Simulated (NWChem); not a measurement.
**GeHBr (SMILES [GeH][Br]) at SVWN5/def2-TZVPP**

What is the vertical ionisation energy of GeHBr at SVWN5/def2-TZVPP? 

The calculation is run with NWChem 7.3.0.

2 further runs of the same task are left out: 2 that didn't finish.

### 1 The system as given

GeHBr: 3 atoms, total charge 0, spin state singlet. As SMILES, `[GeH][Br]`. Geometry: relaxed at PBE0-D4/def2-TZVP.

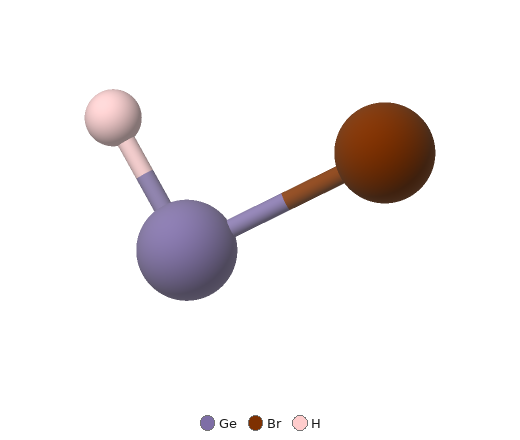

Viewed from a chosen angle; germanium purple, bromine brown, hydrogen pink.

### 2 A single-point energy at SVWN5/def2-TZVPP

brgeh.xyz

```xyz
3

Ge     0.359400    -0.859900     0.094000
Br     0.673600     1.417200     0.525900
H     -1.044000    -0.622200    -0.633200
```

brgeh.nw

```
START brgeh
memory stack 880 mb heap 220 mb global 1100 mb
charge 0

GEOMETRY units angstrom noautosym nocenter noautoz
  load format xyz brgeh.xyz
END

BASIS spherical bse
  * library def2-TZVPP
END

DFT
  xc slater vwn_5
  grid fine
  convergence energy 1e-08
  maxiter 100
  mulliken
  noprint "final vectors analysis"
END

TASK dft energy
```

On the command line:

```
$ nwchem brgeh.nw > brgeh.out
```

Log:

```text
[...]
          Wavefunction type:  closed shell.
          No. of atoms     :     3
          No. of electrons :    68
[...]
          Charge           :     0
          Spin multiplicity:     1
[...]
          AO basis - number of functions:   110
[...]
              XC Information
              --------------
                        Slater Exchange Functional  1.000 local
                      VWN V Correlation Functional  1.000 local
[...]
 d= 0,ls=0.0,diis     1  -4645.0010797675 -4.92D+03  1.33D-02  2.37D+00     4.5
[...]
 d= 0,ls=0.0,diis    12  -4645.0734526453 -3.20D-10  4.77D-08  2.93D-11    33.4
         Total DFT energy =    -4645.073452645321
      One electron energy =    -7015.815099608146
           Coulomb energy =     2264.272943407888
    Exchange-Corr. energy =     -163.896683695931
 Nuclear repulsion energy =      270.365387250867
[...]
      Total Density - Mulliken Population Analysis
     ---------------------------------------------
    Atom       Charge   Shell Charges
 -----------   ------   -------------------------------------------------------
    1 Ge  32    31.79   2.00  2.00  1.18  0.78  1.18  0.75  5.98  4.43  1.56  1.05  0.73  8.81  1.09  0.13  0.09  0.02
    2 Br  35    35.22   2.00  2.01  1.15  0.79  1.10  0.90  6.00  5.91  1.40  2.59  1.33  8.93  1.03  0.04  0.04  0.00
    3 H    1     0.99   0.22  0.51  0.25  0.00  0.01 -0.00
[...]
```

It took 34 s on 1 thread of AMD EPYC 7B13 (Zen 3), shared host; peak memory 0.11 GiB.

### 3 The doublet cation at the same level

run.xyz

```xyz
3

Ge     0.359400    -0.859900     0.094000
Br     0.673600     1.417200     0.525900
H     -1.044000    -0.622200    -0.633200
```

run.nw

```
start run
memory stack 880 mb heap 220 mb global 1100 mb
charge 1
geometry noautosym nocenter noautoz
  load run.xyz
end
basis spherical bse
  Ge library def2-TZVPP
  Br library def2-TZVPP
  H library def2-TZVPP
end
dft
  xc slater vwn_5
  mult 2
  grid fine
  convergence energy 1e-08
  iterations 100
  mulliken
  print low
end
task dft energy
```

On the command line:

```
$ nwchem run.nw > run.out
```

Log:

```text
[...]
 d= 0,ls=0.0,diis     1  -4644.1958796856 -4.91D+03  1.70D-02  4.12D+00     4.8
[...]
 d= 0,ls=0.0,diis    14  -4644.7308289509 -4.16D-10  1.87D-07  7.18D-10    42.9
[...]
         Total DFT energy =    -4644.730828950917
      One electron energy =    -6997.863319346285
           Coulomb energy =     2246.363512212160
    Exchange-Corr. energy =     -163.596409067660
 Nuclear repulsion energy =      270.365387250867
[...]
      Total Density - Mulliken Population Analysis
     ---------------------------------------------
    Atom       Charge   Shell Charges
 -----------   ------   -------------------------------------------------------
    1 Ge  32    31.37   2.00  2.00  1.18  0.78  1.23  0.58  5.98  4.43  1.56  1.00  0.50  8.82  1.10  0.12  0.09  0.02
    2 Br  35    34.83   2.00  2.01  1.15  0.79  1.14  0.89  6.00  5.91  1.35  2.58  0.97  8.93  1.03  0.04  0.04  0.00
    3 H    1     0.80   0.20  0.48  0.11  0.00  0.01  0.00
[...]
      <S2> =      0.7521 (Exact =     0.7500)
[...]
```

Wall time 44 s (1 thread of AMD EPYC 7B13 (Zen 3), shared host); peak memory 0.11 GiB.

### 4 Outcome

Level: SVWN5/def2-TZVPP.

| quantity | value |
| --- | --- |
| singlet GeHBr: total energy | -4645.07345 Eh |
| singlet GeHBr: dipole moment | 1.53 D |
| doublet cation: total energy | -4644.73083 Eh |
| doublet cation: ⟨S²⟩ | 0.752 |
| vertical ionisation energy (to the doublet cation) | 9.323 eV |

**Reading.** Removing an electron at fixed nuclei costs 9.32 eV (215 kcal/mol). Mulliken charges (doublet cation) run from +0.17 on Br2 to +0.63 on Ge1.
